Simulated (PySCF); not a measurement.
C₄H₄, SMILES `C1=CC=C1`.

Level of theory: HF/cc-pVDZ (PySCF), at a geometry from GFN2-xTB. This is a single-reference result, which may miss multireference character in this system. No frequency check shows the geometry to be a minimum.

Coordinates in Å:

```
C1      -0.7761   -0.6631    0.0000
C2      -0.7761    0.6631    0.0000
C3       0.7761    0.6631    0.0000
C4       0.7761   -0.6631    0.0000
H5      -1.5174   -1.4377    0.0000
H6      -1.5174    1.4377    0.0000
H7       1.5174    1.4377    0.0000
H8       1.5174   -1.4377    0.0000
```

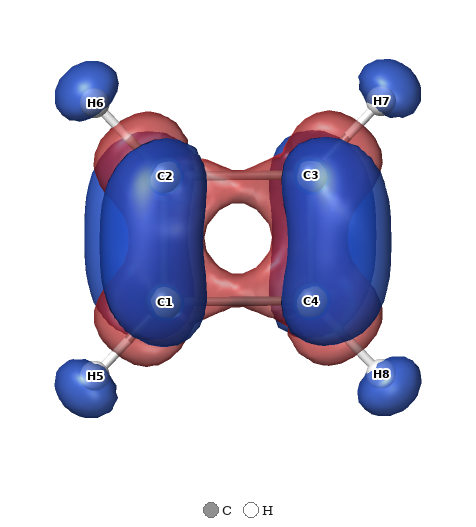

Fukui function f⁻ = ρ(N) − ρ(N−1) at fixed geometry, surfaces at ±0.04 e/Å³ (blue positive, red negative).

### On which atoms does the density change most on removal of an electron?

f⁻ (Hirshfeld-condensed) is largest on C1, C2, C3 and C4 (0.18 each); the vertical ionisation energy is 6.52 eV. Condensed values hint at sites of electrophilic attack but needn't mark the atom that reacts. Orbital relaxation makes it negative in places (0.19 e in all).

```json
{"atom": "C1", "f⁻": "+0.18", "charge": "−0.06"}
{"atom": "C2", "f⁻": "+0.18", "charge": "−0.06"}
{"atom": "C3", "f⁻": "+0.18", "charge": "−0.06"}
{"atom": "C4", "f⁻": "+0.18", "charge": "−0.06"}
{"atom": "H5", "f⁻": "+0.07", "charge": "+0.06"}
{"atom": "H6", "f⁻": "+0.07", "charge": "+0.06"}
{"atom": "H7", "f⁻": "+0.07", "charge": "+0.06"}
{"atom": "H8", "f⁻": "+0.07", "charge": "+0.06"}
```
